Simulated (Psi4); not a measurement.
# [SiNH2F2]− (SMILES N[Si-](F)F): MP2/6-311+G(d,p)

What is the energy change on altering one bond length of [SiNH2F2]− at MP2/6-311+G**? 

The results are computed with Psi4 1.11.

## Step 1: The structure to begin with

[SiNH2F2]−: 6 atoms, total charge -1, spin state singlet. As SMILES, `N[Si-](F)F`. The shape is that of a GFN2-xTB optimisation. This is one conformer, not always the lowest.

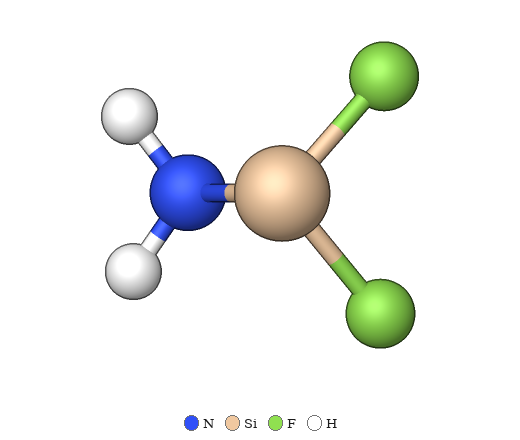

The structure, seen from a chosen angle (nitrogen blue, silicon light orange, fluorine green, hydrogen white).

## Step 2: The energy at MP2/6-311+G(d,p)

job.py reads:

```python
import psi4

psi4.set_memory(1600000000)
psi4.set_num_threads(1)
psi4.set_output_file('f2h2nsi.out', False)

geom = psi4.geometry("""
-1 1
N     -0.266510     0.819350     0.078260
Si     0.644640    -0.685540    -0.340940
F      0.596070    -1.356640     1.225280
F     -0.706840    -1.563700    -0.897650
H      0.267330     1.437590     0.678000
H     -0.534690     1.348950    -0.742950
units angstrom
symmetry c1
no_reorient
no_com
""")

psi4.set_options({
    'basis': '6-311+G**',
    'puream': True,
    'e_convergence': 1e-09,
    'd_convergence': 1e-08,
    'scf_type': 'pk',
    'num_frozen_docc': 8,
    'mp2_type': 'conv',
})

result = psi4.energy("mp2")
print('E =', round(result, 9))
for k, v in sorted(psi4.core.scalar_variables().items()):
    print(f'{k:45s} {v:18.10f}')
```

Launch:

```bash
$ python job.py
```

f2h2nsi.out:

```text
[...]
  Running in c1 symmetry.
[...]
  Nuclear repulsion =  169.429560686689285
[...]
  Multiplicity = 1
[...]
  Nalpha       = 21
  Nbeta        = 21
[...]
    Number of basis functions: 108
[...]
   @RHF iter   1:  -543.44993953254539   -1.13419e+00   6.40290e-03 DIIS/ADIIS
[...]
   @RHF iter  12:  -543.64497138873526   -7.04858e-12   8.63875e-09 DIIS
[...]
    Orbital Energies [Eh]
    ---------------------
    Doubly Occupied:
       1A    -68.615851     2A    -26.046853     3A    -26.045817
       4A    -15.349190     5A     -5.951599     6A     -4.057704
       7A     -4.056948     8A     -4.055026     9A     -1.345372
      10A     -1.325556    11A     -0.944916    12A     -0.540370
      13A     -0.475656    14A     -0.446310    15A     -0.442108
      16A     -0.438179    17A     -0.403204    18A     -0.386474
      19A     -0.356543    20A     -0.253710    21A     -0.100626
[...]
  @RHF Final Energy:  -543.64497138873526
   => Energetics <=
    Nuclear Repulsion Energy =            169.4295606866892854
    One-Electron Energy =               -1102.8730428122148624
    Two-Electron Energy =                 389.7985107367904334
    Total Energy =                       -543.6449713887352573
[...]
 Multipole Moments:
 ------------------------------------------------------------------------------------
     Multipole            Electronic (a.u.)      Nuclear  (a.u.)        Total (a.u.)
 ------------------------------------------------------------------------------------
 L = 1.  Multiply by 2.5417464519 to convert [e a0] to [Debye]
 Dipole X            :        -11.5453047           11.1401245           -0.4051802
 Dipole Y            :         53.9356834          -51.7003179            2.2353655
 Dipole Z            :          2.6226982           -2.5352944            0.0874038
 Magnitude           :                                                    2.2734708
[...]
	SCS-MP2 Total Energy (a.u.)        :  -544.32923747258621
	SOS-MP2 Total Energy (a.u.)        :  -544.26713868303648
	SCSN-MP2 Total Energy (a.u.)       :  -543.97285299755731
[...]
	SOS-PI-MP2 Total Energy (a.u.)     :  -544.37083323208662
[...]
	MP2 Total Energy (a.u.)            :  -544.34974050263520
[...]
```

On the terminal:

```text
E = -544.349740503
CURRENT CORRELATION ENERGY                         -0.7047691139
CURRENT ENERGY                                   -544.3497405026
CURRENT REFERENCE ENERGY                         -543.6449713887
DD SOLVATION ENERGY                                 0.0000000000
HF KINETIC ENERGY                                 543.4155156398
HF POTENTIAL ENERGY                             -1087.0604870285
HF TOTAL ENERGY                                  -543.6449713887
HF VIRIAL RATIO                                     2.0004222473
MP2 CORRELATION ENERGY                             -0.7047691139
MP2 DOUBLES ENERGY                                 -0.7047691139
MP2 OPPOSITE-SPIN CORRELATION ENERGY               -0.5184727453
MP2 SAME-SPIN CORRELATION ENERGY                   -0.1862963686
MP2 SINGLES ENERGY                                  0.0000000000
MP2 TOTAL ENERGY                                 -544.3497405026
NUCLEAR REPULSION ENERGY                          169.4295606867
ONE-ELECTRON ENERGY                             -1102.8730428122
PCM POLARIZATION ENERGY                             0.0000000000
PE ENERGY                                           0.0000000000
SCF ITERATION ENERGY                             -543.6449713887
SCF ITERATIONS                                     12.0000000000
SCF TOTAL ENERGY                                 -543.6449713887
SCS(N)-MP2 CORRELATION ENERGY                      -0.3278816088
SCS(N)-MP2 TOTAL ENERGY                          -543.9728529976
SCS-MP2 CORRELATION ENERGY                         -0.6842660839
SCS-MP2 TOTAL ENERGY                             -544.3292374726
SCS-MP2-VDW CORRELATION ENERGY                     -0.7567932982
SCS-MP2-VDW TOTAL ENERGY                         -544.4017646870
SOS-MP2 CORRELATION ENERGY                         -0.6221672943
SOS-MP2 TOTAL ENERGY                             -544.2671386830
SOS-PI-MP2 CORRELATION ENERGY                      -0.7258618434
SOS-PI-MP2 TOTAL ENERGY                          -544.3708332321
TWO-ELECTRON ENERGY                               389.7985107368
```

It took 11 s on 1 thread of Intel Xeon Platinum 8259CL at 2.50GHz (Skylake/Cascade Lake), shared host; peak memory 0.75 GiB.

## Step 3: The distorted shape at the same level

f2h2nsi.inp reads:

```
memory 1600 mb

molecule mol {
  -1 1
  N     -0.208226     1.624671    -1.801207
  Si     0.702924     0.119781    -2.220407
  F      0.596070    -1.356640     1.225280
  F     -0.648556    -0.758379    -2.777117
  H      0.325614     2.242911    -1.201467
  H     -0.476406     2.154271    -2.622417
  units angstrom
  symmetry c1
  no_reorient
  no_com
}

set {
  basis           6-311+G**
  reference       rhf
  puream          true
  e_convergence   1e-09
  d_convergence   1e-08
  scf_type        pk
  num_frozen_docc 8
  mp2_type        conv
}

E = energy("mp2")
```

Launch:

```bash
$ psi4 -i f2h2nsi.inp -o f2h2nsi.out -n 1
```

f2h2nsi.out:

```text
[...]
  Running in c1 symmetry.
[...]
  Nuclear repulsion =  134.970120940996793
[...]
  Multiplicity = 1
[...]
  Nalpha       = 21
  Nbeta        = 21
[...]
    Number of basis functions: 108
[...]
   @RHF iter   1:  -543.28501549788007   -1.46121e+00   7.31580e-03 ADIIS/DIIS
[...]
   @RHF iter  13:  -543.53516841288820   -3.86535e-12   3.71744e-09 DIIS
[...]
    Orbital Energies [Eh]
    ---------------------
    Doubly Occupied:
       1A    -68.726876     2A    -26.136549     3A    -25.849707
       4A    -15.432887     5A     -6.063328     6A     -4.166292
       7A     -4.165817     8A     -4.164440     9A     -1.421173
      10A     -1.091765    11A     -1.025618    12A     -0.600729
      13A     -0.541466    14A     -0.513376    15A     -0.495747
      16A     -0.461251    17A     -0.336545    18A     -0.236622
      19A     -0.198790    20A     -0.198691    21A     -0.196514
[...]
  @RHF Final Energy:  -543.53516841288820
   => Energetics <=
    Nuclear Repulsion Energy =            134.9701209409967930
    One-Electron Energy =               -1032.9622138373060807
    Two-Electron Energy =                 354.4569244834210622
    Total Energy =                       -543.5351684128881971
[...]
 Multipole Moments:
 ------------------------------------------------------------------------------------
     Multipole            Electronic (a.u.)      Nuclear  (a.u.)        Total (a.u.)
 ------------------------------------------------------------------------------------
 L = 1.  Multiply by 2.5417464519 to convert [e a0] to [Debye]
 Dipole X            :        -14.9164020           14.6646300           -0.2517720
 Dipole Y            :          6.1696264           -3.0015616            3.1680648
 Dipole Z            :        114.4881719         -116.1889869           -1.7008150
 Magnitude           :                                                    3.6045520
[...]
	SCS-MP2 Total Energy (a.u.)        :  -544.22769504322468
	SOS-MP2 Total Energy (a.u.)        :  -544.16545742445737
	SCSN-MP2 Total Energy (a.u.)       :  -543.86378303998004
[...]
	SOS-PI-MP2 Total Energy (a.u.)     :  -544.27050559305212
[...]
	MP2 Total Energy (a.u.)            :  -544.24712211216467
[...]
```

Run time: 10 s. Hardware: 1 thread of Intel Xeon Platinum 8259CL at 2.50GHz (Skylake/Cascade Lake), shared host; peak memory 0.75 GiB.

## Step 4: Summary of results

Level: MP2/6-311+G**, 8 core orbitals frozen.

| quantity | value |
| --- | --- |
| first shape: total energy | -544.34974 Eh |
| first shape: HOMO energy (Hartree–Fock orbitals) | -2.74 eV |
| first shape: LUMO energy (Hartree–Fock orbitals) | 5.25 eV |
| first shape: HOMO–LUMO gap (to an unbound level, set by the basis) | 7.99 eV |
| first shape: correlation energy (8 core orbitals frozen) | -704.8 mEh |
| distorted shape: total energy | -544.24712 Eh |
| distorted shape: HOMO energy (Hartree–Fock orbitals) | -5.35 eV |
| distorted shape: LUMO energy (Hartree–Fock orbitals) | 3.83 eV |
| distorted shape: HOMO–LUMO gap (to an unbound level, set by the basis) | 9.18 eV |
| distorted shape: correlation energy (8 core orbitals frozen) | -712.0 mEh |
| energy change with the Si2–F3 bond stretched from 1.705 to 3.750 Å | 2.792 eV |

What this shows: With the Si2–F3 bond stretched from 1.705 to 3.750 Å the energy rises by 2.79 eV (269 kJ/mol). The first shape isn't relaxed at this level, so the change isn't measured from a minimum.
